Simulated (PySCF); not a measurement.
**C5H11NOS: density, localisation and related maps**

| atom | x (Å) | y (Å) | z (Å) |
| --- | --- | --- | --- |
| C | 2.8911 | -0.0621 | -0.5014 |
| C | 1.5015 | 0.4283 | -0.1455 |
| S | 0.3581 | -1.0326 | -0.1084 |
| O | 0.7588 | -1.8169 | 1.0579 |
| C | -1.1693 | -0.0692 | 0.4710 |
| C | -2.2248 | -1.1222 | 0.7642 |
| C | -1.5554 | 0.8711 | -0.6087 |
| N | -1.4907 | 2.1254 | -0.6141 |
| H | 3.1987 | -0.8314 | 0.2041 |
| H | 3.6099 | 0.7539 | -0.4606 |
| H | 2.9023 | -0.4851 | -1.5038 |
| H | 1.1118 | 1.1219 | -0.8879 |
| H | 1.4891 | 0.8836 | 0.8435 |
| H | -0.8723 | 0.4516 | 1.3855 |
| H | -1.8068 | -1.8739 | 1.4312 |
| H | -3.0940 | -0.6735 | 1.2417 |
| H | -2.5439 | -1.6101 | -0.1545 |
| H | -1.9251 | 0.4057 | -1.5193 |
| H | -1.1490 | 2.5447 | 0.2512 |

Geometry: GFN2-xTB.

The calculation used PBE0/def2-SVPD, SCF density, gas phase in PySCF 2.14.0.

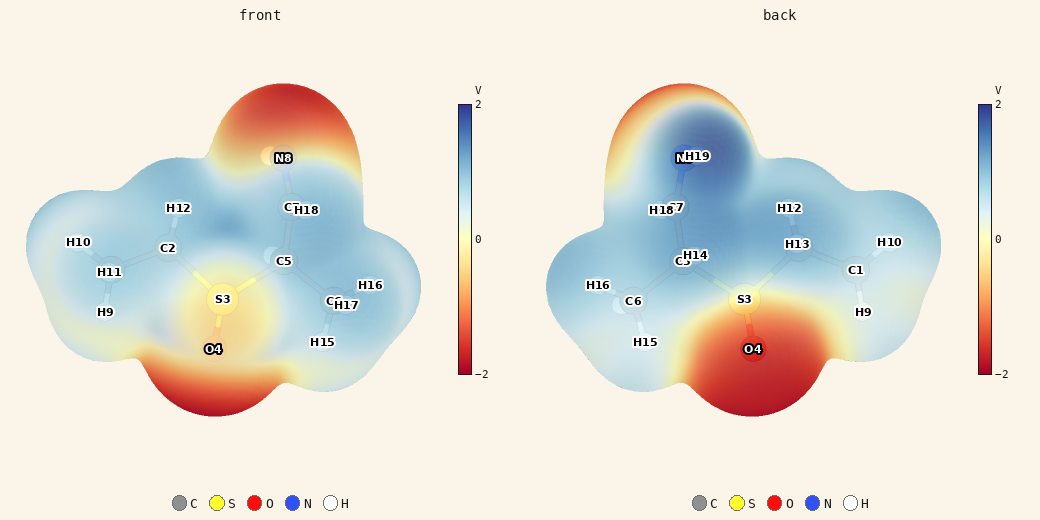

Figure 1. The electrostatic potential painted on the density surface at 0.002 e/bohr³, seen from the front and from behind; red is negative and blue positive.

Describe the electrostatic potential map.

Answer. The most negative region (about −1.9 V) lies over O4, the most positive (about +1.7 V) over H19. O4 is the likeliest acceptor of a hydrogen bond.

How polar is the molecule by this calculation?

Answer. Its dipole moment is 1.32 D.

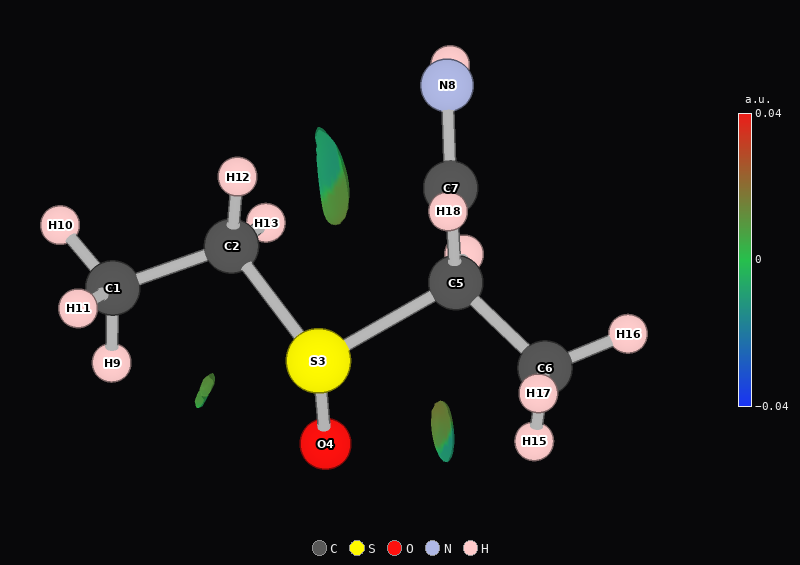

Figure 2. Non-covalent interaction (NCI) plot: the surface where the reduced density gradient is 0.5, for densities under 0.05 a.u., coloured by sign(λ₂)ρ; seen at a tilt.

What holds or crowds the atoms apart from the covalent bonds?

Answer.
- Between H12 and C2 on one side and C7 and N8 on the other: a weak contact, attractive (blue-green) on one side and crowded (olive to red) on the other
- Near H15, O4 and C6: mostly steric crowding (olive to red)
- Near H9, O4 and C1: mostly steric crowding (olive to red)

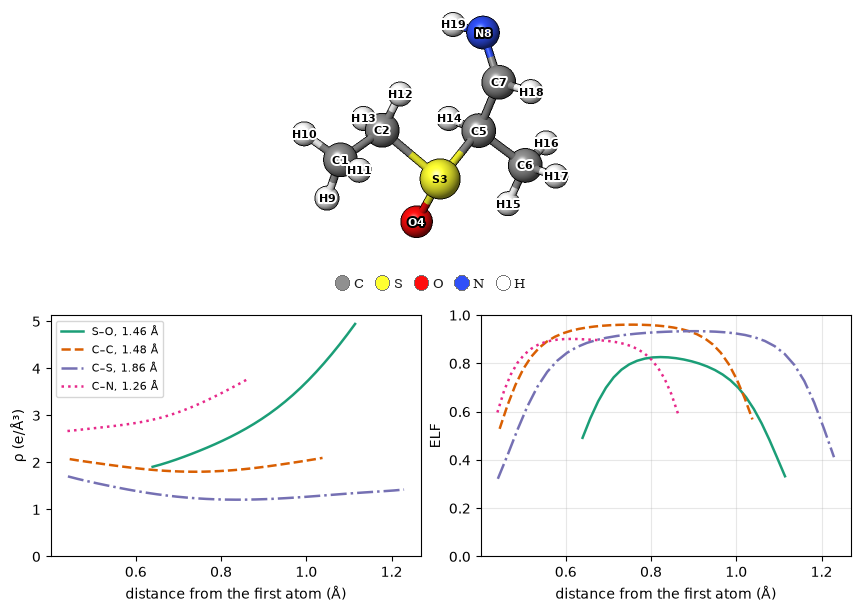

Figure 3. Electron density and ELF along straight lines between neighbouring atoms. The curves leave out the atomic cores. The structure is drawn too.

What can be read from the curves?

Answer. S–O (1.46 Å): ρ at the midpoint is about 2.2 e/Å³; the ELF peaks at about 0.85 between the atoms; a polar covalent bond.
C–C (1.48 Å): the density is about 1.8 e/Å³ at the midpoint; the ELF peaks at about 0.95 between the atoms; a shared electron pair.
C–S (1.86 Å): ρ at the midpoint is about 1.2 e/Å³; the ELF peaks at about 0.95 between the atoms: a covalent bond.
C–N (1.26 Å): ρ is about 2.9 e/Å³ halfway; the ELF peaks at about 0.90 between the atoms (a multiple bond).
